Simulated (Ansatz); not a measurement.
# Single-point calculation, with input and output: AlBNH5O

- system: AlBNH5O
- method: UKS r2SCAN50-d3bjatm/def2-TZVPP (Ansatz 0.2.0)

Some settings of this run were made unusual or wrong on purpose. The geometry comes from this level: PBE0-D4/def2-TZVP. Figures and captions count atoms from 1; the log counts them from 0 in places.

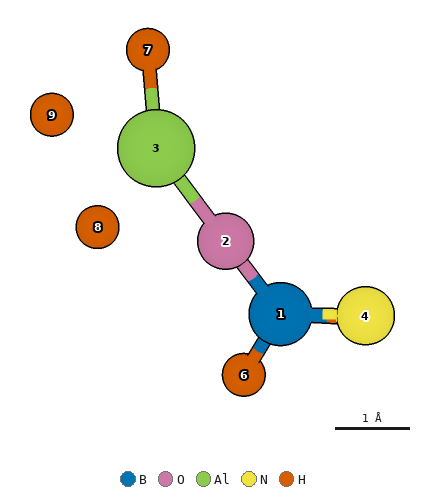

**Figure 1.** The input geometry (ball-and-stick view, seen at a tilt; atoms are numbered from 1 in the order of the input). Sticks mark near contacts.

Input:
```yaml
crystal:
  periodic: [false, false, false]
  atoms:
    - {symbol: B, position_ang: [-1.965254, 0.694372, 0.564683]}
    - {symbol: O, position_ang: [-0.698374, 0.292745, 0.495386]}
    - {symbol: Al, position_ang: [0.906805, -0.220068, 0.427122]}
    - {symbol: N, position_ang: [-2.177901, 1.865724, 0.451985]}
    - {symbol: H, position_ang: [-2.227901, 1.865724, 0.451985]}
    - {symbol: H, position_ang: [-2.840762, -0.116433, 0.737597]}
    - {symbol: H, position_ang: [1.757401, -0.290211, 1.745436]}
    - {symbol: H, position_ang: [1.071665, -0.635209, -2.015170]}
    - {symbol: H, position_ang: [2.515081, -0.976803, -1.283490]}
basis:
  gaussian: {orbitals: def2-TZVPP}
magnetization: {spin_polarized: true, initial_magnetization: 0}
hamiltonian: {xc: {name: r2SCAN50}, dispersion: d3bjatm}
output: {forces: true}
```

Hardware: 2 threads of Arm Neoverse V1, 23 GiB of memory available, shared host.

Launched with:
```bash
ansatz run in.yaml --threads 2 --pin off --events-out ev --progress --plain --max-ram 4352MiB
```

The program's output:
```
Functional definition: r2SCAN50
  name "r2SCAN50"
  cite "Bursch, Neugebauer, Ehlert & Grimme, J. Chem. Phys. 156, 134105 (2022) doi:10.1063/5.0086040"
  cite "Furness, Kaplan, Ning, Perdew & Sun, J. Phys. Chem. Lett. 11, 8208 (2020) doi:10.1021/acs.jpclett.0c02405"
  cite "Furness, Kaplan, Ning, Perdew & Sun, J. Phys. Chem. Lett. 11, 9248 (2020) doi:10.1021/acs.jpclett.0c03077"
  parent r2scan
  parameter a = 0.5
  parameter k0 = 0.174
  parameter k1 = 0.065
  parameter a1 = 4.9479
  exchange = (1 - a)*r2scan_x(k0 = k0, k1 = k1, a1 = a1) + a*exact_x
  correlation = r2scan_c
1155 factors; their error is unknown
mean field evaluation 1: about -9300.0195 eV, gradient 1.1e2 eV
mean field evaluation 2: about -9002.1431 eV, gradient 1.5e2 eV
mean field evaluation 4: about -9322.0569 eV, gradient 5.7e1 eV
mean field evaluation 8: about -9336.0086 eV, gradient 8.8e0 eV
mean field evaluation 16: about -9336.3468 eV, gradient 3.1e-2 eV
mean field evaluation 32: about -9337.5327 eV, gradient 2.8e0 eV
mean field evaluation 64: about -9337.0801 eV, gradient 6.5e0 eV
mean field -9337.70958955 eV, -343.1544980892 hartree, gradient 2.2e-5 eV, S^2 1.139098; 6 other end points of the search recorded, 0 dependent functions left out
the calculation of the forces begins
reference -9337.70960018 eV, -343.1544984799 hartree; 19, 19 occupied and 186, 186 virtual orbitals, 1155 factors
Total energy: -9337.77018840 eV, -343.1567250558 hartree
Atom 0 at    -1.965254     0.694372     0.564683 Å, force     2.021923    -8.478087     0.718036 eV/Å
Atom 1 at    -0.698374     0.292745     0.495386 Å, force     2.387902    -1.266781    -0.071167 eV/Å
Atom 2 at     0.906805    -0.220068     0.427122 Å, force    -0.116934    -0.327332    -2.052831 eV/Å
Atom 3 at    -2.177901     1.865724     0.451985 Å, force 38405.028320     8.658088     0.898020 eV/Å
Atom 4 at    -2.227901     1.865724     0.451985 Å, force -38407.955309     0.287941    -1.636372 eV/Å
Atom 5 at    -2.840762    -0.116433     0.737597 Å, force    -0.199523     0.475426     0.002397 eV/Å
Atom 6 at     1.757401    -0.290211     1.745436 Å, force    -0.121782    -0.029380    -0.307702 eV/Å
Atom 7 at     1.071665    -0.635209    -2.015170 Å, force    -0.658264     0.372717     1.154166 eV/Å
Atom 8 at     2.515081    -0.976803    -1.283490 Å, force    -0.386334     0.307409     1.295454 eV/Å
Dipole moment:    -0.063156    -0.104066     0.444973 e Å
```

Outcome:

| quantity | value |
| --- | --- |
| outcome | converged |
| total energy | −9337.7702 eV |
| mean-field energy | −9337.7096 eV |
| dispersion energy | −0.0606 eV |
| ⟨S²⟩ | 1.139 |
| SCF solution under orbital rotations | stable |
| largest force (length of the vector) | 38407.955 eV/Å |
| dipole moment | 2.22 D |
| wall time | 63 s (CPU time 2.1 min) |
| peak memory | 0.77 GiB |

What went wrong:

The input was spoiled on purpose: two atoms are placed far too close. The run converged all the same; its numbers are those of the faulty input and shouldn't be used. ⟨S²⟩ is 1.14 against 0.00 for a pure state: the solution is spin-contaminated.
